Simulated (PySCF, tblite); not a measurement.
**C₂H₁₁N₃Si₂: dynamics, then NMR shifts on frames**

How do NMR shifts of C₂H₁₁N₃Si₂ (`CCN1[SiH2]N[Si@@H]1N`) change as the atoms move?

Programs: tblite 0.8.0 and PySCF 2.14.0, with density-fitted response routines of our own. Each step states its level of theory. These are calculated values for one molecule in the gas phase, unless marked as measured. Atoms are numbered from 0 throughout.

## (1) The molecule as given

18 atoms, charge 0, multiplicity 1; geometry from: GFN2-xTB.

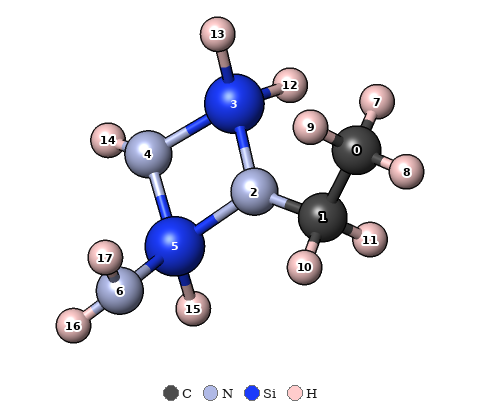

The starting geometry (carbon dark grey, nitrogen light blue, silicon blue, hydrogen pink), atoms numbered; sticks join atoms by distance.

## (2) Thermal motion with GFN2-xTB

What the job is given:

```
{"job": {"kind": "md", "xc": "GFN2-xTB", "basis": "xTB", "temperature": 300, "steps": 2000, "every": 50, "frames": 5}, "charge": 0, "multiplicity": 1}
C     -2.279466    -0.065377    -0.968674
C     -1.144469    -0.924826    -0.425592
N     -0.125348    -0.128312     0.192189
Si    -0.210524     1.262896     1.228047
N      1.515085     1.052612     1.320544
Si     1.565890    -0.460621     0.450410
N      2.404890    -0.631803    -1.038828
H     -2.761784     0.466416    -0.151609
H     -3.017494    -0.683731    -1.474829
H     -1.886555     0.666768    -1.669434
H     -0.687847    -1.495691    -1.241409
H     -1.560237    -1.652618     0.290555
H     -0.925372     1.050975     2.487706
H     -0.599742     2.506940     0.566286
H      2.181909     1.479824     1.935702
H      1.911720    -1.622493     1.261301
H      3.383708    -0.860664    -1.011528
H      2.226877     0.046021    -1.762494
```

Level: GFN2-xTB Langevin dynamics, gas phase.

Command:

```bash
OMP_NUM_THREADS=1 python probes_run.py task.json out
```

This one command runs all jobs of the session in turn.

What it wrote:

```text
t/fs     T/K      E/eV
    0.0   254.5   -604.13158
   25.0   190.1   -603.77870
   50.0   193.8   -603.75861
   75.0   224.2   -603.74294
  100.0   266.3   -603.63971
  125.0   331.9   -603.66292
  150.0   253.7   -603.43240
  175.0   269.1   -603.29874
  200.0   333.0   -603.55554
  225.0   271.5   -603.52751
  250.0   295.2   -603.54146
  275.0   403.1   -603.67311
  300.0   296.5   -603.47061
  325.0   334.3   -603.48468
  350.0   309.7   -603.44527
  375.0   288.5   -603.38030
  400.0   318.9   -603.38512
  425.0   346.6   -603.48572
  450.0   333.3   -603.62954
  475.0   315.5   -603.53061
  500.0   281.6   -603.43391
  525.0   226.9   -603.38548
  550.0   242.5   -603.51496
  575.0   236.1   -603.30076
  600.0   253.4   -603.25982
  625.0   282.6   -603.52895
  650.0   333.2   -603.63297
  675.0   291.9   -603.61119
  700.0   350.8   -603.53722
  725.0   336.1   -603.50743
  750.0   332.1   -603.58308
  775.0   261.5   -603.52691
  800.0   251.1   -603.63542
  825.0   216.6   -603.69501
  850.0   276.5   -603.73274
  875.0   187.5   -603.53852
  900.0   235.6   -603.60653
  925.0   233.1   -603.63083
  950.0   240.6   -603.52676
  975.0   280.0   -603.51161
 1000.0   394.2   -603.74345
```

Run time: 16 s. Hardware: 1 thread of Arm Neoverse V1, shared host; peak memory 0.18 GiB.

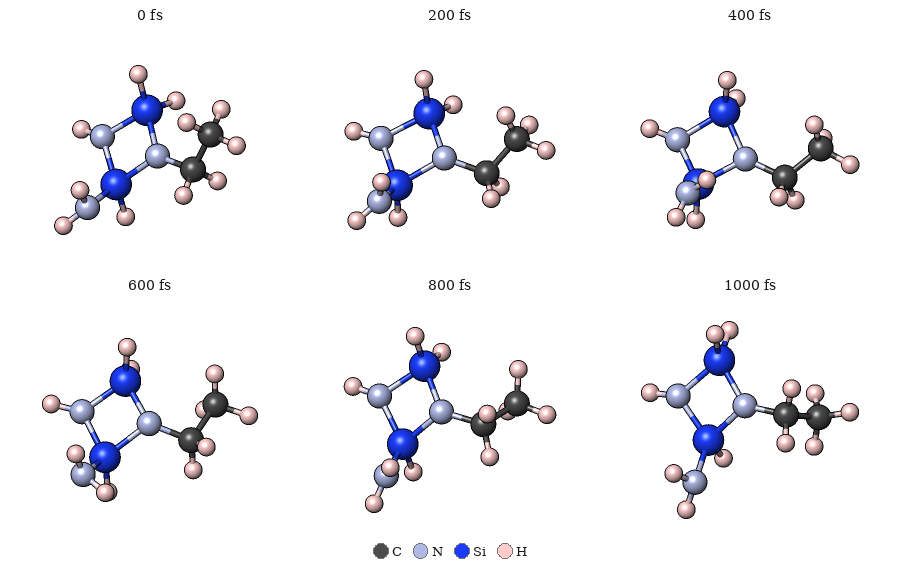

Frames of the run.

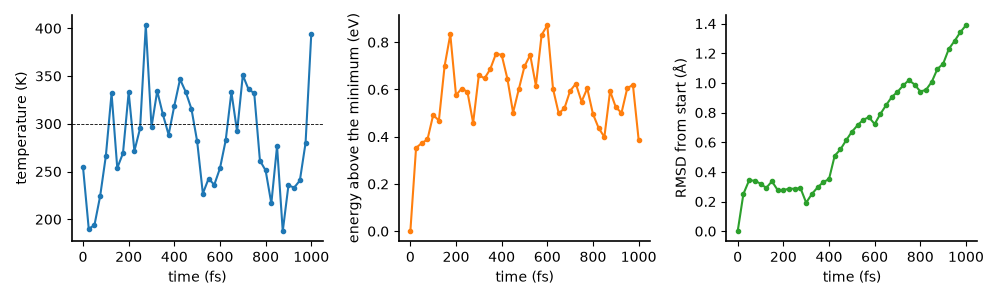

Temperature, potential energy and distance from the start.

Positions (Å) and forces (eV/Å) at 1000 fs:

```xyz
18

C    -1.622   -1.542    0.793   -0.424   -0.607   -0.012
C    -0.952   -0.931   -0.401    0.025    1.052   -1.053
N     0.218   -0.159   -0.125    1.056   -0.174    0.503
Si    0.478    1.467    0.423    0.691    0.205   -0.426
N     2.213    0.941    0.426   -0.538    0.497    0.104
Si    1.856   -0.733    0.173    0.083   -0.487   -0.818
N     2.548   -1.684   -1.137    0.291    0.323    0.690
H    -1.010   -2.379    1.118   -0.426   -0.371   -0.031
H    -2.677   -1.776    0.569    0.626   -0.451    0.007
H    -1.656   -0.875    1.617    0.102    0.912    0.668
H    -1.591   -0.185   -0.876   -0.708   -0.168   -0.159
H    -0.719   -1.695   -1.161    0.040    0.099    0.286
H     0.058    2.102    1.701    0.155   -0.458   -0.192
H     0.003    2.391   -0.653    0.304   -0.294    0.284
H     3.080    1.368    0.754   -0.745   -0.130   -0.165
H     1.920   -1.579    1.327    0.104   -0.377    0.571
H     3.241   -2.409   -0.886   -0.661    0.891   -0.313
H     2.893   -1.078   -1.876    0.025   -0.462    0.055
```

## (3) Nuclear shieldings: 250 fs, PBE0/pcSseg-1

What the job is given:

```
{"job": {"kind": "nmr", "xc": "PBE0", "basis": "pcSseg-1", "pop": false}, "charge": 0, "multiplicity": 1}
C     -2.504900    -0.817000     0.407900
C     -1.068600    -1.331300     0.283500
N     -0.089300    -0.290800     0.270000
Si     0.025600     1.109200     1.314700
N      1.769900     0.891500     0.948000
Si     1.580500    -0.560400    -0.021300
N      2.064100    -0.486200    -1.732700
H     -2.519700    -0.045100     1.170200
H     -3.332600    -1.461800     0.574000
H     -2.769800    -0.291100    -0.591400
H     -0.951900    -1.933700    -0.661100
H     -0.948500    -2.077300     1.090600
H     -0.285500     1.019200     2.717000
H     -0.527600     2.188800     0.579800
H      2.435500     1.620600     1.147700
H      2.020100    -1.727100     0.760000
H      3.045000    -0.478300    -1.978400
H      1.533000     0.174100    -2.302600
```

Method: GIAO PBE0/pcSseg-1 NMR shielding, non-relativistic, gas phase.

What it wrote:

```text
coarse grid: 15432 points
cycle   1  E = -825.4216294104  dE =  7.437e-01  |g| = 7.270e-01  |ddm| = 3.848e+00
cycle   2  E = -825.3027952176  dE =  1.188e-01  |g| = 1.028e+00  |ddm| = 1.697e+00
cycle   3  E = -825.5374166558  dE = -2.346e-01  |g| = 7.801e-02  |ddm| = 1.124e+00
cycle   4  E = -825.5383938901  dE = -9.772e-04  |g| = 4.137e-02  |ddm| = 9.957e-02
cycle   5  E = -825.5387628013  dE = -3.689e-04  |g| = 8.812e-03  |ddm| = 3.661e-02
cycle   6  E = -825.5387769015  dE = -1.410e-05  |g| = 3.046e-03  |ddm| = 8.418e-03
cycle   7  E = -825.5387789878  dE = -2.086e-06  |g| = 3.742e-04  |ddm| = 2.446e-03
final grid: 138336 points
cycle   8  E = -825.5708067306  dE = -2.518e-05  |g| = 9.067e-03  |ddm| = 2.189e-02
cycle   9  E = -825.5707920650  dE =  1.467e-05  |g| = 1.227e-02  |ddm| = 1.881e-02
cycle  10  E = -825.5708254303  dE = -3.337e-05  |g| = 7.712e-04  |ddm| = 1.072e-02
cycle  11  E = -825.5708255415  dE = -1.112e-07  |g| = 2.610e-04  |ddm| = 7.408e-04
cycle  12  E = -825.5708255557  dE = -1.427e-08  |g| = 5.953e-05  |ddm| = 2.340e-04
cycle  13  E = -825.5708255563  dE = -5.564e-10  |g| = 2.855e-05  |ddm| = 7.796e-05
converged SCF energy = -825.5708255563

GIAO shielding tensors (ppm)
atom      isotropic    diamagn.    paramagn.     s11        s22        s33       span
  0 C      163.276     249.780     -86.504    145.013    160.444    184.370     39.358
  1 C      146.486     239.029     -92.543    126.875    140.223    172.360     45.485
  2 N      218.304     329.720    -111.415    156.402    222.209    276.303    119.901
  3 Si     372.530     883.122    -510.592    341.034    378.645    397.911     56.876
  4 N      231.073     326.408     -95.335    196.737    223.163    273.318     76.581
  5 Si     375.243     881.724    -506.481    360.204    373.650    391.874     31.671
  6 N      225.607     319.441     -93.834    199.431    213.038    264.353     64.922
  7 H       31.239      31.725      -0.486     26.826     31.292     35.599      8.773
  8 H       30.759      29.105       1.654     26.953     27.302     38.022     11.069
  9 H       28.727      29.503      -0.776     24.920     26.920     34.341      9.422
 10 H       28.151      29.255      -1.104     22.375     28.155     33.923     11.548
 11 H       28.466      29.172      -0.705     22.564     28.293     34.541     11.977
 12 H       26.420      30.877      -4.457     23.294     24.176     31.790      8.496
 13 H       26.378      32.757      -6.380     23.127     23.613     32.393      9.267
 14 H       31.428      32.504      -1.076     24.393     26.244     43.648     19.255
 15 H       25.790      29.535      -3.745     22.481     23.561     31.327      8.846
 16 H       30.392      28.893       1.499     24.266     25.607     41.301     17.035
 17 H       29.964      32.956      -2.992     23.451     27.198     39.243     15.792
```

It took 24 s on 1 thread of Arm Neoverse V1, shared host; peak memory 0.84 GiB.

Shifts follow as δ = σ(reference) − σ, with reference shieldings (ppm) from runs at the same level and on the same kind of geometry: 1H TMS 31.72, 13C TMS 186.9, 29Si TMS 349.2, 15N NH3 267.7. The references are single molecules in the gas phase, so shifts against H2O, NH3, PH3, H3PO4 or CFCl3 are not on the usual liquid scales and can be off by tens of ppm. Each atom is listed at this fixed geometry, with no averaging over motion; a spectrum would average atoms that exchange fast.

```tsv
atoms	environment	σ (ppm)	δ (ppm)
C1	sp3 CH2 bonded to N	146.5	40.4
C0	methyl carbon	163.3	23.6
H15	hydrogen on a silicon bonded to 3 N, in a 4-membered ring	25.79	5.93
H13	hydrogen on a silicon bonded to 2 N, in a 4-membered ring	26.38	5.34
H12	hydrogen on a silicon bonded to 2 N, in a 4-membered ring	26.42	5.30
H10	hydrogen on an sp3 CH2 bonded to N	28.15	3.57
H11	hydrogen on an sp3 CH2 bonded to N	28.47	3.25
H9	hydrogen on a methyl carbon	28.73	2.99
H17	hydrogen on a nitrogen bonded to Si	29.96	1.75
H16	hydrogen on a nitrogen bonded to Si	30.39	1.33
H8	hydrogen on a methyl carbon	30.76	0.96
H7	hydrogen on a methyl carbon	31.24	0.48
H14	hydrogen on a nitrogen bonded to 2 Si, in a 4-membered ring	31.43	0.29
N2	nitrogen bonded to C, 2 Si, in a 4-membered ring	218.3	49.4
N6	nitrogen bonded to Si, 2 H	225.6	42.1
N4	nitrogen bonded to 2 Si, H, in a 4-membered ring	231.1	36.7
Si3	silicon bonded to 2 N, 2 H, in a 4-membered ring	372.5	-23.4
Si5	silicon bonded to 3 N, H, in a 4-membered ring	375.2	-26.1
```

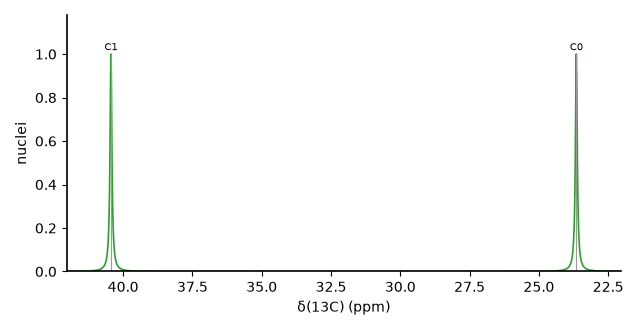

13C lines at the computed shifts, without couplings. Lines are broadened to a width of 0.08 ppm (Lorentzian).

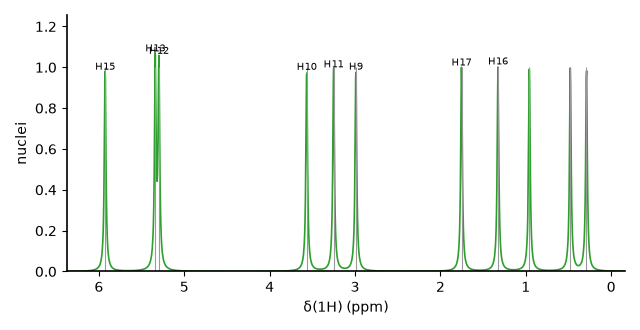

1H lines at the computed shifts, without couplings. Lines are broadened to a width of 0.02 ppm (Lorentzian).

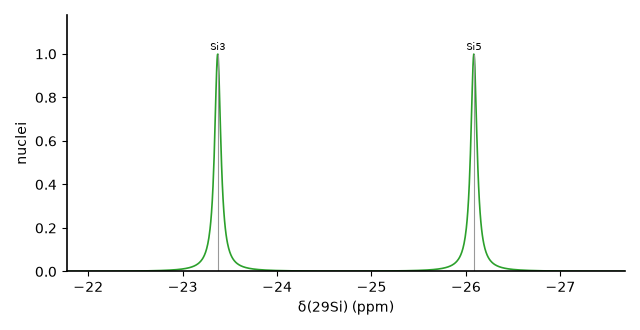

29Si lines at the computed shifts, without couplings. Lines are broadened to a width of 0.08 ppm (Lorentzian).

Ring of atoms N2, Si3, N4, Si5: NICS(0) -8.2, NICS(1) -2.1, NICS(1)zz 0.6 ppm (means of both faces).

## (4) Shielding tensors: 425 fs, PBE0/pcSseg-1

What the job is given:

```
{"job": {"kind": "nmr", "xc": "PBE0", "basis": "pcSseg-1", "pop": false}, "charge": 0, "multiplicity": 1}
C     -1.926200    -1.195700     0.851700
C     -0.521800    -1.567500     0.325900
N      0.441000    -0.568200     0.667000
Si     0.457500     1.146300     1.049600
N      2.154700     0.909700     0.808400
Si     1.982000    -0.559100    -0.097500
N      1.972100    -0.610600    -1.783500
H     -1.809700    -0.858100     1.892900
H     -2.588400    -2.040400     0.862700
H     -2.266300    -0.384000     0.182500
H     -0.558400    -1.630200    -0.789600
H     -0.239300    -2.574400     0.704900
H     -0.089000     1.625600     2.374400
H     -0.179200     2.051900     0.009300
H      2.990400     1.539900     0.729900
H      2.862600    -1.724800     0.153500
H      2.611600    -1.251900    -2.232300
H      1.200100    -0.399400    -2.365700
```

With the program's defaults for keys left out, this is: GIAO PBE0/pcSseg-1 NMR shielding, non-relativistic, gas phase.

What it wrote:

```text
coarse grid: 15432 points
cycle   1  E = -825.4330657036  dE =  8.351e-01  |g| = 7.230e-01  |ddm| = 3.847e+00
cycle   2  E = -825.3267719643  dE =  1.063e-01  |g| = 9.979e-01  |ddm| = 1.511e+00
cycle   3  E = -825.5458396259  dE = -2.191e-01  |g| = 8.522e-02  |ddm| = 9.986e-01
cycle   4  E = -825.5470395598  dE = -1.200e-03  |g| = 4.232e-02  |ddm| = 9.808e-02
cycle   5  E = -825.5474130056  dE = -3.734e-04  |g| = 8.708e-03  |ddm| = 3.713e-02
cycle   6  E = -825.5474265759  dE = -1.357e-05  |g| = 2.981e-03  |ddm| = 8.727e-03
cycle   7  E = -825.5474286175  dE = -2.042e-06  |g| = 4.980e-04  |ddm| = 2.653e-03
final grid: 138336 points
cycle   8  E = -825.5801105138  dE = -2.400e-05  |g| = 9.163e-03  |ddm| = 2.125e-02
cycle   9  E = -825.5800960148  dE =  1.450e-05  |g| = 1.230e-02  |ddm| = 1.786e-02
cycle  10  E = -825.5801295393  dE = -3.352e-05  |g| = 9.464e-04  |ddm| = 1.047e-02
cycle  11  E = -825.5801297097  dE = -1.704e-07  |g| = 2.776e-04  |ddm| = 8.883e-04
cycle  12  E = -825.5801297248  dE = -1.514e-08  |g| = 7.274e-05  |ddm| = 2.605e-04
cycle  13  E = -825.5801297258  dE = -9.297e-10  |g| = 2.752e-05  |ddm| = 7.419e-05
converged SCF energy = -825.5801297258

GIAO shielding tensors (ppm)
atom      isotropic    diamagn.    paramagn.     s11        s22        s33       span
  0 C      163.498     250.257     -86.759    141.093    163.427    185.975     44.882
  1 C      142.864     245.107    -102.243    128.051    134.870    165.671     37.620
  2 N      210.543     330.375    -119.832    137.810    204.828    288.990    151.180
  3 Si     385.057     880.992    -495.935    350.920    378.526    425.724     74.804
  4 N      220.870     325.731    -104.860    183.533    202.942    276.136     92.603
  5 Si     382.585     882.531    -499.946    348.441    381.156    418.159     69.719
  6 N      231.585     321.076     -89.491    199.640    221.923    273.191     73.551
  7 H       30.100      30.779      -0.678     26.147     29.617     34.537      8.389
  8 H       30.578      29.342       1.236     26.345     27.602     37.786     11.441
  9 H       29.661      31.467      -1.806     25.852     28.489     34.642      8.790
 10 H       28.084      32.542      -4.458     22.431     29.049     32.771     10.340
 11 H       28.377      29.812      -1.435     23.015     27.731     34.386     11.370
 12 H       25.690      29.176      -3.486     22.424     23.332     31.314      8.890
 13 H       25.509      31.238      -5.729     22.879     23.658     29.991      7.112
 14 H       29.936      29.356       0.579     23.224     24.529     42.054     18.830
 15 H       26.477      29.723      -3.246     22.107     24.711     32.614     10.507
 16 H       30.641      29.960       0.681     24.305     26.139     41.479     17.173
 17 H       30.952      35.138      -4.186     24.070     27.111     41.675     17.605
```

Wall time 24 s (1 thread of Arm Neoverse V1, shared host); peak memory 0.87 GiB.

In short: δ C1 44.1, C0 23.4, N2 57.2, N4 46.9, H13 6.21, H12 6.03 ppm.

(Part 1 of 2 ends here.)
